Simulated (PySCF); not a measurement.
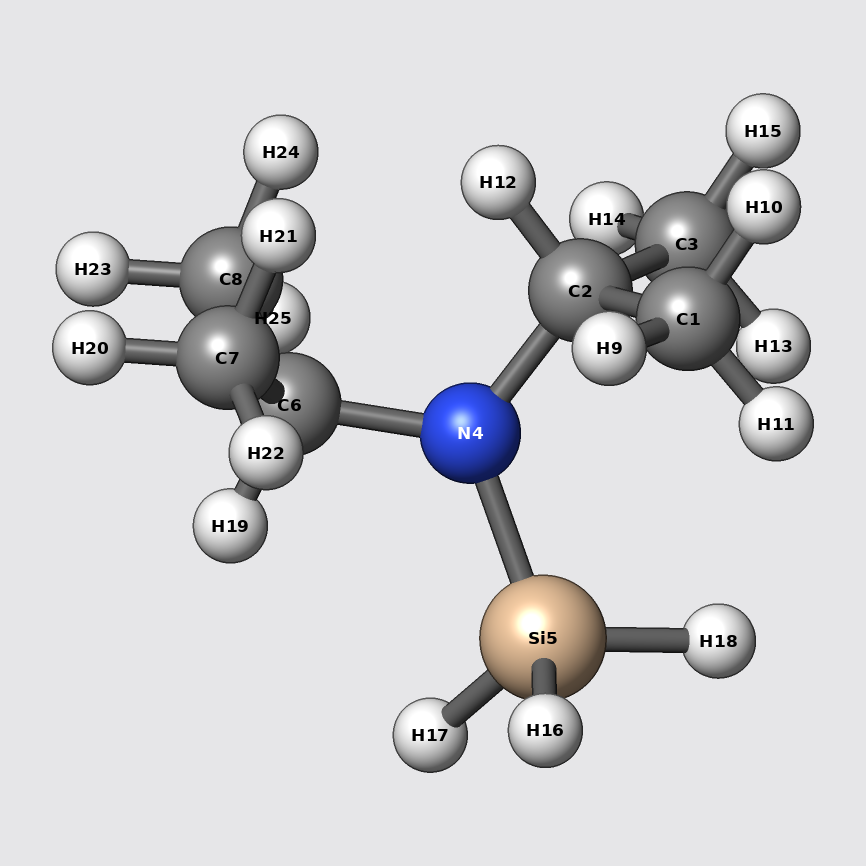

Every bond is drawn as one stick. The geometry was computed by an optimisation with PBE0-D3(BJ)/def2-SVP. No frequency run is at hand to confirm it as a minimum. Method: PBE0/pcSseg-1 in dimethylsulfoxide (IEF-PCM) (PySCF 2.14.0).

List the Mayer bond orders of C1–C2, C2–C3, C2–N4, N4–Si5, N4–C6, C6–C7, C6–C8 (bonds between heavy atoms, one of each equivalent set).

| bond | Mayer order | length (Å) |
| --- | --- | --- |
| C1–C2 | 1.05 | 1.527 |
| C2–C3 | 1.04 | 1.526 |
| C2–N4 | 0.86 | 1.463 |
| N4–Si5 | 0.98 | 1.737 |
| N4–C6 | 0.94 | 1.461 |
| C6–C7 | 1.03 | 1.528 |
| C6–C8 | 1.04 | 1.527 |
